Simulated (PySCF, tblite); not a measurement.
# C2H10BNOSi: dynamics, then NMR shifts on frames, part 2 of 2

tblite 0.8.0 and PySCF 2.14.0. Atoms count from 0.

**6. Shielding tensors: 800 fs, PBE0/pcSseg-1**

Job settings and geometry (Å):

```
{"job": {"kind": "nmr", "xc": "PBE0", "basis": "pcSseg-1", "pop": false}, "charge": 0, "multiplicity": 1}
C      2.765800    -0.162900     0.710000
O      1.571500     0.548700     0.996000
Si     0.028700     0.539700     0.378900
C     -0.945700    -1.032000     1.036000
B     -2.473200    -1.082000     0.435000
N     -3.415800    -0.357500     1.025200
H      3.495100     0.123700     1.460400
H      3.104900     0.290000    -0.232100
H      2.680900    -1.302900     0.618400
H     -0.592000     1.746300     0.881400
H     -0.005800     0.649100    -1.089300
H     -0.925500    -0.888900     2.092300
H     -0.450800    -2.000900     0.915500
H     -2.712200    -1.758900    -0.474600
H     -4.374900    -0.359300     0.683800
H     -3.281300     0.246300     1.839400
```

With the program's defaults for keys left out, this is: GIAO PBE0/pcSseg-1 NMR shielding, non-relativistic, gas phase.

The log of the run:

```text
coarse grid: 13232 points
cycle   1  E = -526.0083181223  dE =  3.967e-01  |g| = 7.648e-01  |ddm| = 3.342e+00
cycle   2  E = -525.8803967296  dE =  1.279e-01  |g| = 1.127e+00  |ddm| = 1.537e+00
cycle   3  E = -526.1241211250  dE = -2.437e-01  |g| = 1.317e-01  |ddm| = 1.034e+00
cycle   4  E = -526.1273627650  dE = -3.242e-03  |g| = 4.262e-02  |ddm| = 1.318e-01
cycle   5  E = -526.1277887482  dE = -4.260e-04  |g| = 9.163e-03  |ddm| = 4.103e-02
cycle   6  E = -526.1278084735  dE = -1.973e-05  |g| = 2.293e-03  |ddm| = 8.804e-03
cycle   7  E = -526.1278097783  dE = -1.305e-06  |g| = 4.553e-04  |ddm| = 2.044e-03
final grid: 121472 points
cycle   8  E = -526.1687474136  dE = -2.700e-05  |g| = 1.048e-02  |ddm| = 2.078e-02
cycle   9  E = -526.1687246557  dE =  2.276e-05  |g| = 1.528e-02  |ddm| = 1.666e-02
cycle  10  E = -526.1687695177  dE = -4.486e-05  |g| = 1.396e-03  |ddm| = 1.025e-02
cycle  11  E = -526.1687699253  dE = -4.076e-07  |g| = 2.065e-04  |ddm| = 1.244e-03
cycle  12  E = -526.1687699330  dE = -7.720e-09  |g| = 7.224e-05  |ddm| = 1.902e-04
cycle  13  E = -526.1687699341  dE = -1.081e-09  |g| = 2.199e-05  |ddm| = 6.160e-05
cycle  14  E = -526.1687699342  dE = -9.572e-11  |g| = 6.723e-06  |ddm| = 1.784e-05
converged SCF energy = -526.1687699342

GIAO shielding tensors (ppm)
atom      isotropic    diamagn.    paramagn.     s11        s22        s33       span
  0 C      128.012     242.356    -114.344     99.912    104.432    179.693     79.781
  1 O      326.406     398.690     -72.284    257.919    347.262    374.037    116.118
  2 Si     367.633     881.256    -513.623    312.487    351.583    438.829    126.342
  3 C      172.762     256.953     -84.191    141.780    178.424    198.082     56.303
  4 B       64.290     195.835    -131.545     23.189     49.112    120.570     97.381
  5 N      149.418     315.445    -166.027     56.259    188.581    203.415    147.156
  6 H       27.651      27.465       0.187     23.477     25.556     33.922     10.445
  7 H       27.276      28.914      -1.638     22.525     25.207     34.095     11.569
  8 H       26.855      28.204      -1.350     22.841     25.379     32.345      9.504
  9 H       27.086      32.444      -5.358     23.202     26.720     31.337      8.135
 10 H       26.591      31.984      -5.393     23.064     25.826     30.883      7.819
 11 H       32.101      34.137      -2.036     28.742     30.657     36.903      8.161
 12 H       30.693      33.512      -2.819     27.057     28.937     36.085      9.028
 13 H       27.025      31.002      -3.977     25.470     26.365     29.240      3.770
 14 H       27.125      26.649       0.477     22.164     23.621     35.590     13.426
 15 H       27.153      30.410      -3.257     22.502     26.193     32.764     10.262
```

Run time: 43 s. Hardware: 1 thread of AMD EPYC, shared host; peak memory 0.76 GiB.

In short: δ C0 58.9, C3 14.2, O1 9.7, Si2 -18.5, H10 5.13, H8 4.86 ppm.

**7. Nuclear shieldings: 1000 fs, PBE0/pcSseg-1**

Job settings and geometry (Å):

```
{"job": {"kind": "nmr", "xc": "PBE0", "basis": "pcSseg-1", "pop": false}, "charge": 0, "multiplicity": 1}
C      2.681600     0.668100     1.039700
O      1.348600     0.355800     1.285400
Si    -0.029900     0.680700     0.484900
C     -0.947000    -0.969700     0.284700
B     -2.500100    -0.665700     0.080300
N     -3.332100    -0.284500     1.099500
H      3.214200     1.145700     1.909100
H      2.773000     1.382300     0.280300
H      3.221100    -0.301700     0.787000
H     -0.846400     1.749400     1.341200
H      0.240700     1.296000    -0.886900
H     -0.747200    -1.567700     1.195300
H     -0.438800    -1.485800    -0.474000
H     -3.075000    -0.768000    -0.985600
H     -4.284300    -0.022500     0.973500
H     -2.964100    -0.011900     2.008300
```

Method: GIAO PBE0/pcSseg-1 NMR shielding, non-relativistic, gas phase.

The log of the run:

```text
coarse grid: 13232 points
cycle   1  E = -526.0144646447  dE =  4.552e-01  |g| = 7.584e-01  |ddm| = 3.351e+00
cycle   2  E = -525.8928309743  dE =  1.216e-01  |g| = 1.106e+00  |ddm| = 1.489e+00
cycle   3  E = -526.1267339177  dE = -2.339e-01  |g| = 1.210e-01  |ddm| = 1.006e+00
cycle   4  E = -526.1294137589  dE = -2.680e-03  |g| = 4.082e-02  |ddm| = 1.224e-01
cycle   5  E = -526.1298037865  dE = -3.900e-04  |g| = 7.748e-03  |ddm| = 3.869e-02
cycle   6  E = -526.1298173714  dE = -1.358e-05  |g| = 2.274e-03  |ddm| = 7.840e-03
cycle   7  E = -526.1298186155  dE = -1.244e-06  |g| = 5.473e-04  |ddm| = 1.997e-03
final grid: 121472 points
cycle   8  E = -526.1706284845  dE = -2.255e-05  |g| = 1.063e-02  |ddm| = 1.955e-02
cycle   9  E = -526.1706084691  dE =  2.002e-05  |g| = 1.493e-02  |ddm| = 1.644e-02
cycle  10  E = -526.1706507617  dE = -4.229e-05  |g| = 1.307e-03  |ddm| = 9.942e-03
cycle  11  E = -526.1706511225  dE = -3.607e-07  |g| = 1.582e-04  |ddm| = 1.168e-03
cycle  12  E = -526.1706511270  dE = -4.563e-09  |g| = 5.942e-05  |ddm| = 1.567e-04
cycle  13  E = -526.1706511277  dE = -7.071e-10  |g| = 1.841e-05  |ddm| = 4.893e-05
converged SCF energy = -526.1706511277

GIAO shielding tensors (ppm)
atom      isotropic    diamagn.    paramagn.     s11        s22        s33       span
  0 C      129.881     240.982    -111.100     98.251    107.174    184.219     85.968
  1 O      332.417     400.193     -67.776    284.030    351.570    361.650     77.620
  2 Si     356.988     881.590    -524.601    300.464    355.318    415.182    114.717
  3 C      174.296     259.642     -85.346    142.770    183.557    196.560     53.789
  4 B       61.547     192.701    -131.154     19.564     44.910    120.167    100.603
  5 N      148.472     317.840    -169.369     48.577    187.331    209.506    160.929
  6 H       27.200      26.058       1.142     23.387     24.807     33.406     10.019
  7 H       28.863      30.433      -1.570     24.988     26.468     35.134     10.146
  8 H       26.733      27.466      -0.733     21.816     24.765     33.617     11.801
  9 H       25.513      30.029      -4.515     21.838     25.409     29.293      7.454
 10 H       25.908      31.026      -5.118     23.127     24.890     29.705      6.577
 11 H       30.796      32.964      -2.168     27.106     29.070     36.212      9.106
 12 H       31.490      35.624      -4.134     28.123     29.572     36.776      8.652
 13 H       26.481      29.187      -2.706     24.997     26.762     27.683      2.686
 14 H       27.450      28.472      -1.022     23.187     24.265     34.898     11.711
 15 H       27.646      31.646      -4.000     22.821     26.652     33.466     10.645
```

Run time: 48 s. Hardware: 1 thread of AMD EPYC, shared host; peak memory 0.76 GiB.

In short: δ C0 57.0, C3 12.6, O1 3.7, Si2 -7.8, H9 6.20, H10 5.81 ppm.

**8. Side by side: NMR shifts**

Shifts (ppm) of some atoms, chosen among heavy atoms and hydrogens apart, with basis size and wall time:

```
  frame    C0    C3    H7    H8    O1    Si2     N5  functions  time
 250 fs  55.1  12.6  4.84  3.11  18.9   -8.8  121.3        159  63 s
 425 fs  56.4  14.7  3.39  3.59  11.8  -15.3  114.5        159  49 s
 625 fs  47.8   8.5  3.05  3.13  -4.6  -25.4  107.1        159  40 s
 800 fs  58.9  14.2  4.44  4.86   9.7  -18.5  118.3        159  43 s
1000 fs  57.0  12.6  2.85  4.98   3.7   -7.8  119.3        159  48 s
```

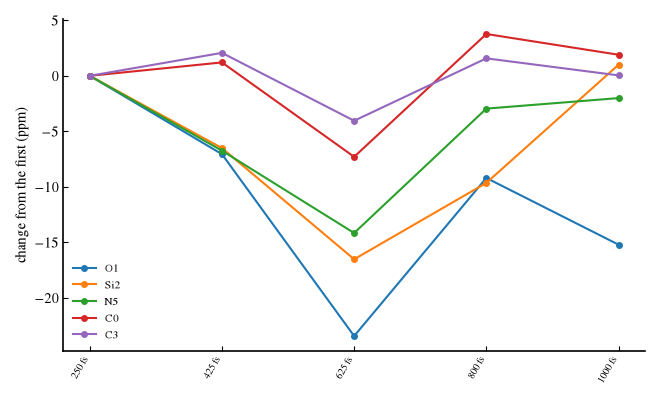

How five of the tabulated atoms move from run to run.

**9. Results**

The summary covers parts 1 to 2.

| quantity | value |
| --- | --- |
| thermostat | 200 K |
| mean temperature, second half | 189 K |
| mean potential energy above the minimum | 0.36 eV |
| ¹³C shifts against TMS (PBE0/pcSseg-1, 250 fs) | 55.1, 12.6 ppm |
| ¹H shifts against TMS (PBE0/pcSseg-1, 250 fs) | 5.64, 5.18, 4.84, 4.82, 4.71, 4.20, 3.86, 3.11, 1.38, 0.49 ppm |
| ¹⁷O shifts against H2O (PBE0/pcSseg-1, 250 fs) | 18.9 ppm |
| ²⁹Si shifts against TMS (PBE0/pcSseg-1, 250 fs) | -8.8 ppm |
| ¹¹B shifts against BF3·OEt2 (PBE0/pcSseg-1, 250 fs) | 41.3 ppm |
| ¹⁵N shifts against NH3 (PBE0/pcSseg-1, 250 fs) | 121.3 ppm |
| surface potential, 1st and 99th percentile | -1.43 V and 1.55 V |
| range of the shift of O1 | -4.6 to 18.9 ppm |

In the second half the potential energy averages 0.36 eV above the minimum; equipartition over 42 harmonic modes at 200 K would give 0.36 eV. With 16 atoms the temperature swings widely (96 to 280 K). Shifts at one fixed geometry are not the observed spectrum, which averages over the motion. In the first frame run (250 fs): The widest tensor belongs to N5: span 178 ppm, with a paramagnetic part of -170 ppm. In ppm, O1 moves most: its shift spreads over 23.4 ppm, from -4.6 (625 fs) to 18.9 (250 fs).
